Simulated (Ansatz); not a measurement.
Reaction (SMILES): C=CCl → C=[C-]Cl + H+
B3LYP-D3(BJ)/def2-TZVP geometries, fixed; electronic energies without zero-point terms.
Largest species:
```xyz
6

C      0.0112     0.7589    -0.0124
C      1.3049     1.0233     0.0034
Cl    -0.6370    -0.8532     0.0042
H     -0.7591     1.5163    -0.0370
H      2.0529     0.2431     0.0280
H      1.6388     2.0524    -0.0084
```
Charge 0, spin multiplicity 1.

Basis-set convergence of the deprotonation energy at HF with Ansatz (an electronic-structure program). Cartesian d functions, on some or all atoms, in 6-31G*, 6-31G**, 6-31+G*, 6-311+G**; all else is spherical. The proton leaves the site shown, which need not be the most acidic. No added dispersion term, no relativity. Functions are those of the species that has most. Reference: the value in aug-pcseg-3, 394.38 kcal/mol, itself unsure by roughly 0.21 kcal/mol (its mean distance from aug-cc-pV(Q+d)Z, def2-QZVPPD). Deviations are taken from unrounded values.

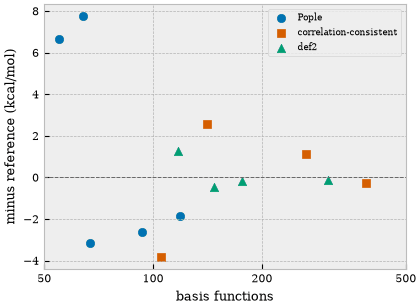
*Deviation from the reference against the number of basis functions, by family of sets.*

| basis | functions | deprotonation energy (kcal/mol) | minus reference (kcal/mol) |
|---|---|---|---|
| 6-31G* | 55 | 401.05 | 6.67 |
| 6-31G** | 64 | 402.13 | 7.75 |
| 6-31+G* | 67 | 391.21 | -3.17 |
| 6-311+G** | 93 | 391.77 | -2.61 |
| aug-cc-pV(D+d)Z | 105 | 390.55 | -3.83 |
| def2-TZVP | 117 | 395.67 | 1.29 |
| 6-311++G(2d,2p) | 119 | 392.51 | -1.87 |
| cc-pV(T+d)Z | 141 | 396.95 | 2.57 |
| def2-TZVPD | 147 | 393.91 | -0.47 |
| def2-TZVPPD | 176 | 394.20 | -0.18 |
| cc-pV(Q+d)Z | 264 | 395.49 | 1.11 |
| def2-QZVPPD | 304 | 394.26 | -0.12 |
| aug-cc-pV(Q+d)Z | 387 | 394.09 | -0.29 |
